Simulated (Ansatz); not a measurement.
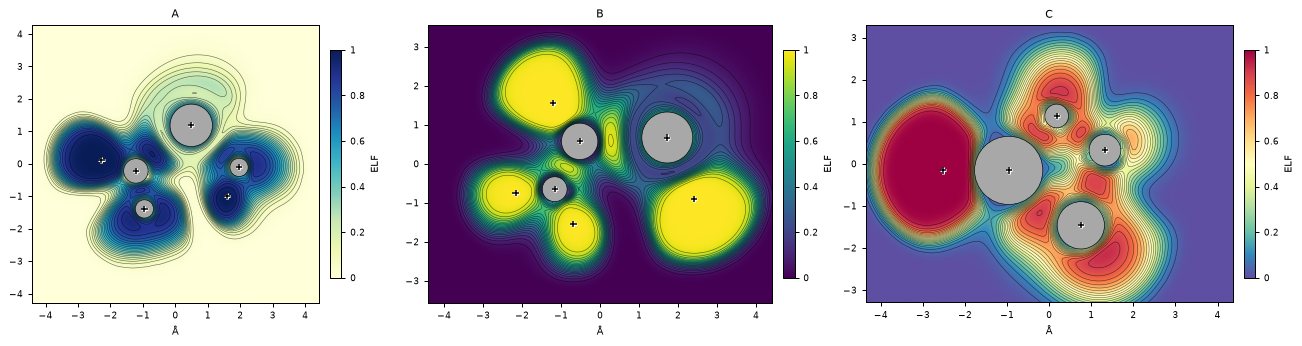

The electron localisation function of 3 systems, each on a plane through atoms (crosses mark nuclei in the plane; grey discs cover the cores).

All numbers below come from RKS PBE0-D4/def2-TZVPP (Ansatz 0.2.0).

System 1: CH4O2Sn (SMILES O=[CH][SnH2][OH]), the plane of atoms C2, Sn3 and O4. Geometry: PBE0-D4/def2-TZVP; core potentials replace the inner electrons of Sn.

```xyz
8

O    -1.1181   -0.2415   -1.6902
C    -0.4428    0.6285   -1.2142
Sn    0.5402    0.1871    0.7149
O    -0.1141   -1.6411    0.9895
H    -0.3354    1.6026   -1.7433
H    -0.0072    1.1561    2.0099
H     2.2451    0.1436    0.6290
H    -0.6757   -1.8925    0.2485
```

System 2: BH6NSn, the plane of atoms B2, Sn3 and H9. Geometry: PBE0-D4/def2-TZVP; core potentials replace the inner electrons of Sn.

```xyz
9

N    -0.6200    1.1891   -1.1004
B     0.3134    0.1948   -0.8684
Sn    0.3247   -0.9051    1.0937
H    -0.6618    1.7070   -1.9642
H    -1.3209    1.4698   -0.4346
H     1.1002   -0.0541   -1.7355
H     1.8055   -0.7452    1.9368
H     0.0517   -2.5853    0.9136
H    -0.9043   -0.3176    2.1419
```

System 3: CH3AlOS, the plane of atoms C1, Al3 and H7. Geometry: PBE0-D4/def2-TZVP.

```xyz
7

C    -0.4600    0.8487   -0.0437
O     0.3183    0.2632    0.9705
Al    0.6812   -1.1852    0.1103
S    -0.4991   -0.3495   -1.4865
H    -0.0198    1.7850   -0.3934
H    -1.4876    1.0131    0.2874
H     1.5282   -2.4432    0.5097
```

**Match each panel to its system.**

Panel A is system 1, CH4O2Sn: the plane holds O, C, Sn and H. C–O (1.20 Å): the ELF peaks at about 0.85 between the atoms: a multiple bond. Panel B is system 2, BH6NSn: the plane holds N, B, Sn and H. B–N (1.38 Å): the ELF peaks at about 0.90 between the atoms; a polar covalent bond. Panel C is system 3, CH3AlOS: the plane holds C, O, Al, S and H. C–O (1.41 Å): the ELF peaks at about 0.85 between the atoms, as expected for a shared but strongly polarised pair.
